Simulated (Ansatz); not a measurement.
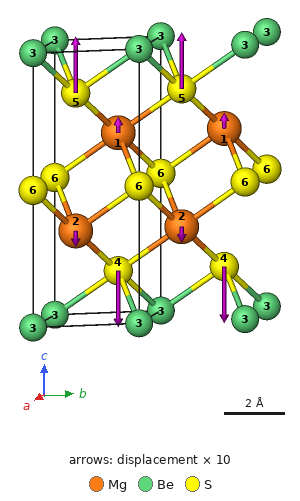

This is a relaxation of a crystal of Mg$_{2}$BeS$_{3}$ (a generated structure, set up in P-3m1) (coarse preliminary run). The starting structure is drawn; purple arrows show the displacements (the part carried along by the change of the cell is left out), magnified 10 times.

The picture is a ball-and-stick view of the cell of the calculation, repeated 1 × 2 × 1 with one cell outlined, seen slightly off an axis.

Level of theory: DFT PBE, scalar-relativistic, plane waves, PAW in Ansatz.

Input
```yaml
crystal:
  lattice:
    - [3.77105932, 0.0, 0.0]
    - [-1.88552966, 3.26583317, 0.0]
    - [0.0, 0.0, 9.30268925]
  atoms:
    - { symbol: Mg, position: [0.33333333, 0.66666667, 0.66866666] }
    - { symbol: Mg, position: [0.66666667, 0.33333333, 0.33133334] }
    - { symbol: Be, position: [0.0, 0.0, 0.0] }
    - { symbol: S, position: [0.33333333, 0.66666667, 0.16575718] }
    - { symbol: S, position: [0.66666667, 0.33333333, 0.83424282] }
    - { symbol: S, position: [0.0, 0.0, 0.5] }
basis:
  ecutwfc: 420
kpoints:
  mp_grid: { grid: [6, 6, 2] }
hamiltonian:
  xc: pbe
scf:
  occupations: { method: gaussian, width: 0.1 }
  lower_state_search: "off"
output:
  forces: true
  stress: true
  eigenvalues: true
relax:
  adjacent_minimum: "off"
  f_tol: 0.04
  max_steps: 70
  cell: { stress_tol: 0.4 }
```

Command:
```bash
ansatz run input.yaml --threads 1 --pin off --max-ram 2560MiB --backend cpu --events-out ev --progress --plain --runs-dir out
```

What happened in the run?

Answer. The energy falls by 154 meV per atom in 3 accepted moves (5 points after the start). The largest force component goes from 1.2 to 0.011 eV/Å. The pressure goes from −9.54 to −0.10 GPa. The line search rejected the trial step at point 2 of the run. The SCF was repeated once at an unchanged geometry on a basis and grid sized afresh for the cell, which shifted the energy by 0.1 meV per atom at most. The largest moves relative to the cell, 0.19 Å, are those of S4 and S5. S4 goes along −c. Largest moves by element: S 0.19 Å, Mg 0.05 Å. Be stays in place. The volume changes by −16.2 %, with a = b 3.771 → 3.547 Å (−5.9 %), c 9.303 → 8.815 Å (−5.2 %). Among the contacts that change: Be3–S4 2.668 → 2.409 Å, Mg1–S6 2.684 → 2.563 Å, Mg1–S5 2.667 → 2.597 Å. Among the angles between lasting bonds that change: Mg1–S5–Mg1 90.0° → 86.2°, S5–Mg1–S5 90.0° → 86.2°, S5–Mg1–S6 90.4° → 93.1°. The space group stays P-3m1 (No. 164).
